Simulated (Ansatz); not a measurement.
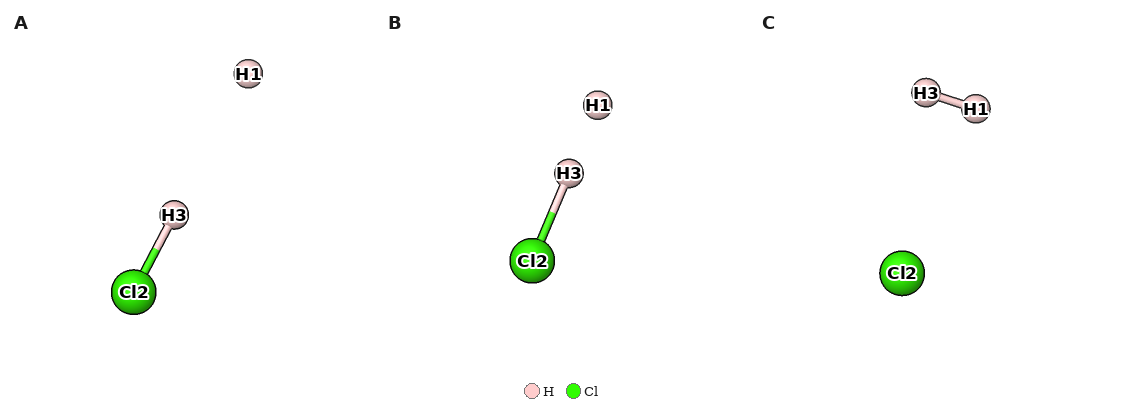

Three stationary points along one reaction path, in mixed order. Sticks follow a distance rule, so a partial bond may show as a full stick or not at all. Charge 0, doublet. Geometries: PBE0-D4/def2-TZVP; all other levels are single points on them, and energies count from the start as drawn. Program: Ansatz 0.2.0. In CBS estimates cores are frozen.

Question: Which panel shows the transition state?

Answer: B.

Question: Which bonds form and which break from A to C?

Answer: Formed: H1–H3; broken: Cl2–H3. At the saddle point H1···H3 is 1.08 Å, Cl2···H3 is 1.38 Å.

Give the electronic barrier and the reaction energy from A to C in eV (no zero-point energy) with CCSD(T)/CBS (from def2-TZVPP and def2-QZVPP); UHF-CCSD(T) (frozen core)/def2-QZVPP; direct RPA on PBE orbitals (frozen core)/def2-TZVPP; PBE-D4/def2-SVP; UHF-CCSD(T) (frozen core)/def2-SVP; PBE-QIDH (frozen core)/def2-TZVPP.

```
                                              level  barrier  reaction energy
       CCSD(T)/CBS (from def2-TZVPP and def2-QZVPP)    0.223           −0.092
               UHF-CCSD(T) (frozen core)/def2-QZVPP    0.232           −0.113
direct RPA on PBE orbitals (frozen core)/def2-TZVPP    0.215           −0.287
                                    PBE-D4/def2-SVP   −0.012           +0.001
                 UHF-CCSD(T) (frozen core)/def2-SVP    0.309           −0.193
                  PBE-QIDH (frozen core)/def2-TZVPP    0.225           +0.012
```

Where the saddle lies below an end point, that level has no barrier at this geometry, which was found with another level.
